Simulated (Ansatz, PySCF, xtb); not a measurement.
GeH4 (SMILES [GeH4]) and GeH4 (SMILES [GeH4]) are pulled apart as rigid monomers along the line of their centres of mass, from the B3LYP-D3(BJ)/def2-TZVP minimum. Starting geometry (charge 0, multiplicity 1):
```xyz
10

Ge     0.1272    -0.0657     0.3892
H      0.5071     0.3624    -1.0363
H      1.2084    -0.9994     0.9517
H     -1.2221    -0.7975     0.3639
H      0.0164     1.1791     1.2826
Ge    -0.1267     0.0654     4.5107
H      1.3476     0.2510     4.1255
H     -0.7781    -0.9471     3.5568
H     -0.8592     1.4106     4.4042
H     -0.2208    -0.4588     5.9517
```

Interaction energies with rigid monomers; basis-set methods are counterpoise corrected unless marked otherwise.

Correlated levels freeze the cores. Filled d and f shells under p-block atoms count as core. Rows in 6-31G* carry no dispersion term and start afresh at each structure (6-31G* with six Cartesian d functions); the Pople sets are all-electron and without relativity.

Codes used: Ansatz (a first-principles code) with Gaussian orbitals; PySCF for 6-31G* rows, the dispersion terms; xtb for the GFN methods. Each number belongs to the level named beside it.

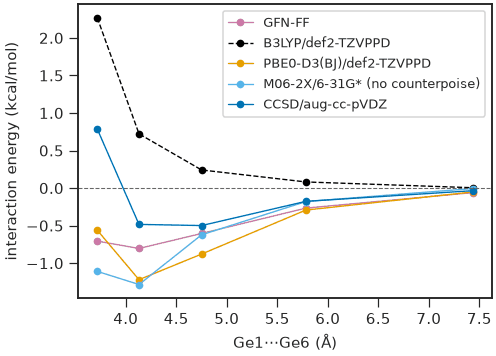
Figure. Interaction energy against separation

Task: Which level binds most strongly at Ge1···Ge6 = 4.13, and by how much?

Result: M06-2X/6-31G* (no counterpoise), -1.3 kcal/mol.
